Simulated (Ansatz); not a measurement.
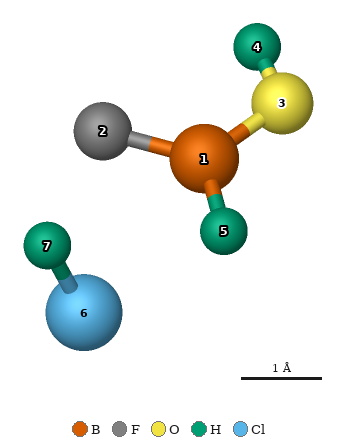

Fig. 1: The structure as given in the input (ball-and-stick view, seen at a tilt; atoms are numbered from 1 in the order of the input).

**Nudged elastic band of BH3ClOF**

- system: BH3ClOF
- method: RKS PBE0-D4/def2-SVP (Ansatz 0.2.0)

It belongs to a series of runs on one base structure; here: band between the two ends. Figures and captions count atoms from 1; the log counts them from 0 in places.

Output:
```
Engine: ansatz 0.2.0, aarch64-unknown-linux-gnu
Functional definition: PBE0
  parameter a = 0.25
  parameter kappa = 0.804
  parameter beta = 0.06672455060314922
  exchange = (1 - a)*pbe_x(kappa = kappa, mu = beta*pi^2/3) + a*exact_x
  correlation = pbe_c(beta = beta)
781 factors; integrals over basis functions are off by at most 4.9e-4 eV
mean field evaluation 1: about -17993.4009 eV, gradient 4.5e1 eV
mean field evaluation 2: about -17989.9113 eV, gradient 6.3e1 eV
mean field evaluation 4: about -17996.7101 eV, gradient 2.2e0 eV
mean field evaluation 8: about -17996.7595 eV, gradient 4.7e-2 eV
mean field -17996.75954826 eV, -661.3687147569 hartree, gradient 3.0e-5 eV, S^2 0.000000; 0 other end points of the search recorded, 0 dependent functions left out
the calculation of the forces begins
reference -17996.75957011 eV, -661.3687155598 hartree; 21, 21 occupied and 54, 54 virtual orbitals, 781 factors
783 factors; integrals over basis functions are off by at most 1.3e-3 eV
mean field evaluation 16: about -17992.1730 eV, gradient 4.9e1 eV
mean field -17996.15959451 eV, -661.3466668630 hartree, gradient 7.0e-6 eV, S^2 0.000000; 0 other end points of the search recorded, 0 dependent functions left out
[... from here on the field's lines of each further geometry are left out, up to the last ...]
NEB iter   1: max|band force component| = 1.091e1 eV/Å  barrier→ = 2.2171 eV  barrier← = 1.6294 eV  Δτ_max = 0.2000 Å  (204 SCF iters)
NEB iter   2: max|band force component| = 1.745e0 eV/Å  barrier→ = 1.5066 eV  barrier← = 0.9189 eV  Δτ_max = 0.2000 Å  (181 SCF iters)
NEB iter   3: max|band force component| = 9.383e-1 eV/Å  barrier→ = 1.3937 eV  barrier← = 0.8060 eV  Δτ_max = 0.1038 Å  (172 SCF iters)
NEB iter   4: max|band force component| = 8.608e-1 eV/Å  barrier→ = 1.3625 eV  barrier← = 0.7748 eV  Δτ_max = 0.0462 Å  (174 SCF iters)
NEB iter   5: max|band force component| = 4.441e-1 eV/Å  barrier→ = 1.3595 eV  barrier← = 0.7718 eV  Δτ_max = 0.0488 Å  (180 SCF iters)
NEB iter   6: max|band force component| = 3.022e-1 eV/Å  barrier→ = 1.3550 eV  barrier← = 0.7673 eV  Δτ_max = 0.0387 Å  (180 SCF iters)
NEB iter   7: max|band force component| = 2.639e-1 eV/Å  barrier→ = 1.3464 eV  barrier← = 0.7587 eV  Δτ_max = 0.2000 Å  (174 SCF iters)
NEB iter   8: max|band force component| = 1.147e0 eV/Å  barrier→ = 1.2857 eV  barrier← = 0.6980 eV  Δτ_max = 0.0999 Å  (181 SCF iters)
NEB iter   9: max|band force component| = 5.095e-1 eV/Å  barrier→ = 1.2097 eV  barrier← = 0.6220 eV  Δτ_max = 0.1979 Å  (175 SCF iters)
NEB iter  10: max|band force component| = 3.745e0 eV/Å  barrier→ = 1.2768 eV  barrier← = 0.6891 eV  Δτ_max = 0.0998 Å  (183 SCF iters)
NEB iter  11: max|band force component| = 6.936e-1 eV/Å  barrier→ = 1.2097 eV  barrier← = 0.6219 eV  Δτ_max = 0.1981 Å  (174 SCF iters)
NEB iter  12: max|band force component| = 5.007e0 eV/Å  barrier→ = 1.1910 eV  barrier← = 0.6032 eV  Δτ_max = 0.1000 Å  (184 SCF iters)
NEB iter  13: max|band force component| = 1.005e0 eV/Å  barrier→ = 0.9829 eV  barrier← = 0.3951 eV  Δτ_max = 0.2000 Å  (172 SCF iters)
NEB iter  14: max|band force component| = 2.513e0 eV/Å  barrier→ = 1.1115 eV  barrier← = 0.5238 eV  Δτ_max = 0.0996 Å  (184 SCF iters)
NEB iter  15: max|band force component| = 8.598e-1 eV/Å  barrier→ = 1.1623 eV  barrier← = 0.5745 eV  Δτ_max = 0.1987 Å  (173 SCF iters)
NEB iter  16: max|band force component| = 1.289e0 eV/Å  barrier→ = 1.3439 eV  barrier← = 0.7562 eV  Δτ_max = 0.1000 Å  (176 SCF iters)
NEB iter  17: max|band force component| = 1.366e0 eV/Å  barrier→ = 1.2785 eV  barrier← = 0.6907 eV  Δτ_max = 0.0500 Å  (173 SCF iters)
NEB iter  18: max|band force component| = 9.855e-1 eV/Å  barrier→ = 1.1473 eV  barrier← = 0.5596 eV  Δτ_max = 0.0502 Å  (177 SCF iters)
NEB iter  19: max|band force component| = 5.966e-1 eV/Å  barrier→ = 1.0501 eV  barrier← = 0.4623 eV  Δτ_max = 0.0499 Å  (174 SCF iters)
NEB iter  20: max|band force component| = 3.751e-1 eV/Å  barrier→ = 0.9720 eV  barrier← = 0.3843 eV  Δτ_max = 0.0503 Å  (179 SCF iters)
NEB iter  21: max|band force component| = 2.764e-1 eV/Å  barrier→ = 0.9906 eV  barrier← = 0.4028 eV  Δτ_max = 0.0500 Å  (177 SCF iters)
NEB iter  22: max|band force component| = 2.513e-1 eV/Å  barrier→ = 0.9960 eV  barrier← = 0.4083 eV  Δτ_max = 0.0503 Å  (178 SCF iters)
NEB iter  23: max|band force component| = 1.550e-1 eV/Å  barrier→ = 0.9896 eV  barrier← = 0.4019 eV  Δτ_max = 0.0501 Å  (178 SCF iters)
NEB iter  24: max|band force component| = 1.395e-1 eV/Å  barrier→ = 0.9723 eV  barrier← = 0.3846 eV  Δτ_max = 0.0502 Å  (176 SCF iters)
NEB iter  25: max|band force component| = 1.545e-1 eV/Å  barrier→ = 0.9587 eV  barrier← = 0.3710 eV  Δτ_max = 0.0250 Å  (172 SCF iters)
NEB iter  26: max|band force component| = 8.293e-2 eV/Å  barrier→ = 0.9509 eV  barrier← = 0.3631 eV  Δτ_max = 0.0250 Å  (167 SCF iters)
NEB iter  27: max|band force component| = 1.539e-1 eV/Å  barrier→ = 0.9406 eV  barrier← = 0.3529 eV  Δτ_max = 0.0126 Å  (181 SCF iters)
NEB iter  28: max|band force component| = 8.207e-2 eV/Å  barrier→ = 0.9373 eV  barrier← = 0.3495 eV  Δτ_max = 0.0125 Å  (153 SCF iters)
NEB iter  29: max|band force component| = 9.234e-2 eV/Å  barrier→ = 0.9335 eV  barrier← = 0.3458 eV  Δτ_max = 0.0063 Å  (158 SCF iters)
NEB iter  30: max|band force component| = 7.245e-2 eV/Å  barrier→ = 0.9332 eV  barrier← = 0.3455 eV  Δτ_max = 0.0063 Å  (142 SCF iters)
NEB iter  31: max|band force component| = 5.005e-2 eV/Å  barrier→ = 0.9328 eV  barrier← = 0.3451 eV  Δτ_max = 0.0063 Å  (137 SCF iters)
the calculation of the forces begins
reference -17996.08370987 eV, -661.3438781542 hartree; 21, 21 occupied and 54, 54 virtual orbitals, 784 factors
783 factors; integrals over basis functions are off by at most 1.3e-3 eV
mean field -17995.81240763 eV, -661.3339079806 hartree, gradient 2.3e-5 eV, S^2 0.000000; 1 other end points of the search recorded, 0 dependent functions left out
the calculation of the forces begins
reference -17995.81242723 eV, -661.3339087008 hartree; 21, 21 occupied and 54, 54 virtual orbitals, 783 factors
NEB iter  32: max|band force component| = 3.014e-2 eV/Å  barrier→ = 0.9342 eV  barrier← = 0.3465 eV  Δτ_max = 0.0000 Å  (298 SCF iters)
```

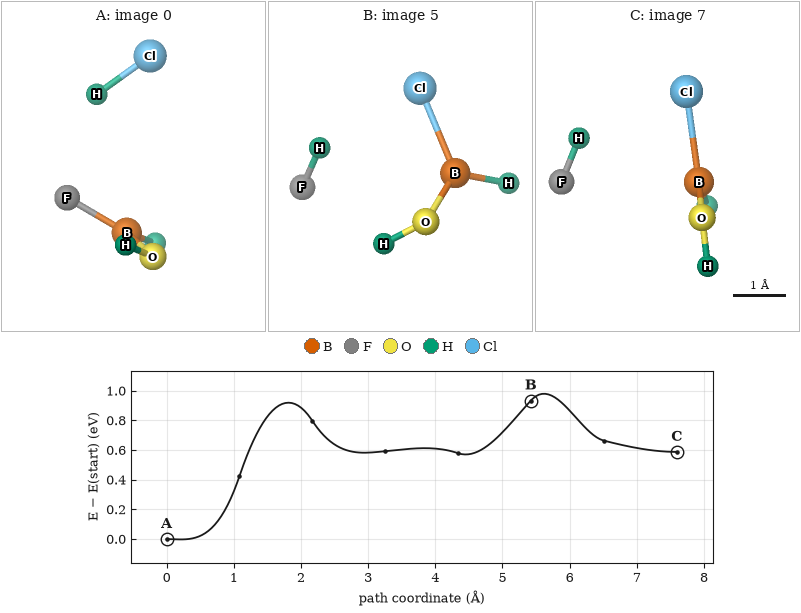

Fig. 2: Images of the last band (counted from 0; ball-and-stick, seen at a tilt) above the energy along the path; the line is a cubic interpolation that uses the forces. The highest image is number 5, 0.934 eV above the start and 0.347 eV above the end; the end lies 0.588 eV above the start. The path is 7.60 Å long. The band converged in 32 iterations.

```
Total energy: -17995.89799130 eV, -661.3370531225 hartree
Atom 0 at    -0.152636     0.562045    -0.649489 Å, force    -0.050087    -0.072430    -0.105187 eV/Å
Atom 1 at     0.647972    -0.290668     2.135181 Å, force     0.188582    -0.054772    -0.059725 eV/Å
Atom 2 at     0.918309    -0.236046    -0.621610 Å, force    -0.217624    -0.221590    -0.190452 eV/Å
Atom 3 at     1.066048    -0.845054     0.108881 Å, force     0.188424     0.324927     0.407714 eV/Å
Atom 4 at    -1.039650     0.392821    -1.440364 Å, force    -0.077585     0.181514    -0.167825 eV/Å
Atom 5 at    -0.334484     1.980542     0.433467 Å, force     0.126165    -0.113119     0.034255 eV/Å
Atom 6 at     0.753138     0.598761     1.875634 Å, force    -0.157875    -0.044532     0.081220 eV/Å
Dipole moment:     0.079483    -0.017615     0.011969 e Å
this run last wrote the band of iteration 32 to [file]
```

The last band as extended XYZ (Å, eV, eV/Å):
```
7
Properties=species:S:1:pos:R:3:forces:R:3 image=0 energy=-17996.83221
B    -0.0858   -0.3747   -0.1662    0.0083  -0.0044  -0.0103
F     0.0912   -0.4001    1.1658   -0.0004  -0.0008   0.0017
O     0.9565   -0.5779   -0.9793    0.0017   0.0002   0.0136
H     1.7890   -0.7122   -0.5093   -0.0060   0.0035  -0.0047
H    -1.1856   -0.1928   -0.6122   -0.0054   0.0011   0.0002
Cl    0.2299    2.7931    1.2106    0.0021   0.0068  -0.0033
H     0.0635    1.6269    1.7323   -0.0004  -0.0065   0.0029
7
Properties=species:S:1:pos:R:3:forces:R:3 image=1 energy=-17996.40704
B    -0.0905   -0.1762   -0.0226   -0.1980  -0.6950   0.2897
F    -0.0505   -0.4315    1.3382    0.2497  -0.3127  -0.5596
O     0.9520   -0.4066   -0.8306   -0.0533   0.1547  -0.1425
H     1.8442   -0.3033   -0.4885   -0.0544  -0.2278   0.2756
H    -1.1823    0.0234   -0.4691   -0.0840  -0.0455  -0.1709
Cl    0.3965    2.1927    0.7308   -0.1826   0.3028   0.6214
H    -0.0108    1.2639    1.5834    0.3228   0.8236  -0.3138
7
Properties=species:S:1:pos:R:3:forces:R:3 image=2 energy=-17996.03476
B     0.0319    0.2854   -0.2106   -0.0003   0.2288  -0.3176
F    -0.1883   -0.2465    1.7117    0.0423   0.0522   0.5619
O     0.9771   -0.4864   -0.7612   -0.0098  -0.0097  -0.0142
H     1.8691   -0.1264   -0.7047   -0.0272  -0.0018   0.0535
H    -1.1352    0.0527   -0.3371    0.0034   0.0890  -0.3528
Cl    0.5050    1.9900    0.3395   -0.0839  -0.1024  -0.2139
H    -0.2008    0.6936    1.8042    0.0755  -0.2560   0.2832
7
Properties=species:S:1:pos:R:3:forces:R:3 image=3 energy=-17996.23959
B    -0.0644    0.4041   -0.5612    0.0086  -0.0177  -0.0061
F     0.0255   -0.3112    2.3323   -0.0093   0.0010  -0.0349
O     0.8995   -0.4579   -0.8762   -0.0022   0.0118   0.0160
H     1.7783   -0.2032   -0.5694    0.0020   0.0004  -0.0109
H    -1.2017    0.1966   -0.8793    0.0017  -0.0066   0.0388
Cl    0.3250    1.9447    0.2700    0.0114   0.0037   0.0111
H     0.0966    0.5893    2.1255   -0.0122   0.0074  -0.0140
7
Properties=species:S:1:pos:R:3:forces:R:3 image=4 energy=-17996.25300
B    -0.1908    0.4791   -0.6919    0.0059   0.0144   0.0052
F     0.7055   -0.3376    2.2469   -0.0027   0.0042  -0.0263
O     0.7242   -0.4847   -0.7176    0.0389   0.0548   0.0182
H     1.4666   -0.3242   -0.1174   -0.0790  -0.1017   0.0507
H    -1.2100    0.3884   -1.3205    0.0369   0.0018  -0.0271
Cl    0.0819    1.9594    0.2791   -0.0878   0.0051   0.0352
H     0.2813    0.4820    2.1631    0.0878   0.0214  -0.0559
7
Properties=species:S:1:pos:R:3:forces:R:3 image=5 energy=-17995.89797
B    -0.1526    0.5620   -0.6495   -0.0501  -0.0724  -0.1052
F     0.6480   -0.2907    2.1352    0.1886  -0.0548  -0.0597
O     0.9183   -0.2360   -0.6216   -0.2176  -0.2216  -0.1905
H     1.0660   -0.8451    0.1089    0.1884   0.3249   0.4077
H    -1.0396    0.3928   -1.4404   -0.0776   0.1815  -0.1678
Cl   -0.3345    1.9805    0.4335    0.1262  -0.1131   0.0343
H     0.7531    0.5988    1.8756   -0.1579  -0.0445   0.0812
7
Properties=species:S:1:pos:R:3:forces:R:3 image=6 energy=-17996.16812
B    -0.0242    0.5493   -0.5502   -0.0148  -0.0029   0.0380
F     0.2317   -0.1835    2.3510   -0.0334   0.0130   0.0259
O     1.1317   -0.0824   -0.3303    0.0385   0.0232   0.0298
H     1.1370   -1.0031   -0.6095    0.0077  -0.0215  -0.1104
H    -0.9378    0.1121   -1.2006   -0.0049  -0.0299   0.0372
Cl   -0.1947    2.1487    0.1893    0.0234   0.0221  -0.0305
H     0.5149    0.6213    1.9920   -0.0166  -0.0041   0.0101
7
Properties=species:S:1:pos:R:3:forces:R:3 image=7 energy=-17996.24448
B     0.1179    0.4646   -0.4035    0.0008  -0.0001   0.0031
F    -0.0228   -0.1182    2.2239   -0.0004  -0.0011   0.0001
O     1.3155   -0.0612   -0.6697   -0.0010  -0.0025  -0.0010
H     1.2625   -0.9751   -0.9701    0.0026   0.0007  -0.0010
H    -0.9329   -0.0851   -0.6000   -0.0019   0.0000  -0.0006
Cl    0.0957    2.1423    0.1980   -0.0001   0.0019  -0.0007
H     0.0230    0.7952    2.0632    0.0001   0.0010   0.0001
```

The run was set up as follows.

The input:
```yaml
crystal:
  periodic: [false, false, false]
  atoms:
    - { symbol: B, position_ang: [-0.085829, -0.374658, -0.166209] }
    - { symbol: F, position_ang: [0.091217, -0.400089, 1.165793] }
    - { symbol: O, position_ang: [0.956462, -0.577859, -0.97932] }
    - { symbol: H, position_ang: [1.789044, -0.712185, -0.509336] }
    - { symbol: H, position_ang: [-1.185582, -0.192844, -0.612178] }
    - { symbol: Cl, position_ang: [0.229912, 2.793094, 1.210618] }
    - { symbol: H, position_ang: [0.063474, 1.626941, 1.732333] }
basis:
  gaussian: { orbitals: def2-SVP }
hamiltonian:
  xc: pbe0
  dispersion: d4
neb:
  order_check: false
  images: 6
  f_tol: 0.05
  max_iterations: 60
  climbing: false
  final_atoms:
    - { symbol: B, position_ang: [0.11787843, 0.46459509, -0.40348939] }
    - { symbol: F, position_ang: [-0.02281761, -0.11822561, 2.22385569] }
    - { symbol: O, position_ang: [1.31545281, -0.06121678, -0.66970972] }
    - { symbol: H, position_ang: [1.26248959, -0.97510239, -0.97009458] }
    - { symbol: H, position_ang: [-0.93294993, -0.08512765, -0.60004313] }
    - { symbol: Cl, position_ang: [0.09569398, 2.14230773, 0.19795659] }
    - { symbol: H, position_ang: [0.02295072, 0.79516961, 2.06322554] }
  initial_path:
    images:
      - { positions_ang: [[-0.085829, -0.374658, -0.166209], [0.091217, -0.400089, 1.165793], [0.956462, -0.577859, -0.97932], [1.789044, -0.712185, -0.509336], [-1.185582, -0.192844, -0.612178], [0.229912, 2.793094, 1.210618], [0.063474, 1.626941, 1.732333]] }
      - { positions_ang: [[-0.06188172, -0.26880864, -0.1166972], [0.06738459, -0.27850953, 1.31179233], [1.03030704, -0.41809419, -0.90092532], [1.70998876, -0.78689434, -0.60514595], [-1.14284206, -0.14147713, -0.60349425], [0.19334103, 2.58218548, 1.05077205], [0.06240035, 1.47399836, 1.70539934]] }
      - { positions_ang: [[-0.03793443, -0.16295928, -0.0671854], [0.04355218, -0.15693007, 1.45779166], [1.10415208, -0.25832938, -0.82253063], [1.63093352, -0.86160368, -0.7009559], [-1.10010212, -0.09011027, -0.5948105], [0.15677006, 2.37127696, 0.89092609], [0.06132671, 1.32105573, 1.67846569]] }
      - { positions_ang: [[-0.01398715, -0.05710993, -0.0176736], [0.01971977, -0.0353506, 1.60379099], [1.17799712, -0.09856457, -0.74413595], [1.55187828, -0.93631302, -0.79676585], [-1.05736217, -0.0387434, -0.58612676], [0.12019909, 2.16036843, 0.73108014], [0.06025306, 1.16811309, 1.65153203]] }
      - { positions_ang: [[0.01511391, 0.06278337, -0.0515708], [0.00342911, 0.0049156, 1.75494281], [1.22928152, -0.02475854, -0.69990591], [1.47665622, -0.97387265, -0.8625885], [-1.02127188, -0.02335535, -0.5843932], [0.10102509, 2.06739897, 0.58641422], [0.05446402, 1.0492886, 1.69880239]] }
      - { positions_ang: [[0.04936875, 0.19672061, -0.168877], [-0.0053198, -0.03613147, 1.9112471], [1.25800528, -0.03691129, -0.68984051], [1.40526734, -0.97428256, -0.89842386], [-0.99183123, -0.04394612, -0.58960984], [0.09924805, 2.09236856, 0.45692835], [0.04395959, 0.96458227, 1.82027677]] }
      - { positions_ang: [[0.08362359, 0.33065785, -0.2861832], [-0.0140687, -0.07717854, 2.06755139], [1.28672905, -0.04906403, -0.67977512], [1.33387847, -0.97469248, -0.93425922], [-0.96239058, -0.06453688, -0.59482648], [0.09747102, 2.11733814, 0.32744247], [0.03345515, 0.87987594, 1.94175115]] }
      - { positions_ang: [[0.11787843, 0.46459509, -0.40348939], [-0.02281761, -0.11822561, 2.22385569], [1.31545281, -0.06121678, -0.66970972], [1.26248959, -0.97510239, -0.97009458], [-0.93294993, -0.08512765, -0.60004313], [0.09569398, 2.14230773, 0.19795659], [0.02295072, 0.79516961, 2.06322554]] }
```

Launch command:
```bash
ansatz run input.yaml --threads 1 --pin off --max-ram 2048MiB --backend cpu --events-out ev --progress --plain --runs-dir out
```

Results in brief:

| quantity | value |
| --- | --- |
| outcome | converged |
| barrier, forward | 0.934 eV |
| barrier, backward | 0.346 eV |
| hardware | 1 thread of Arm Neoverse V2, 24 GiB of memory available, shared host |
| wall time | 6 min |
| peak memory | 0.16 GiB |

Notes:

The order of the saddle point was not checked.
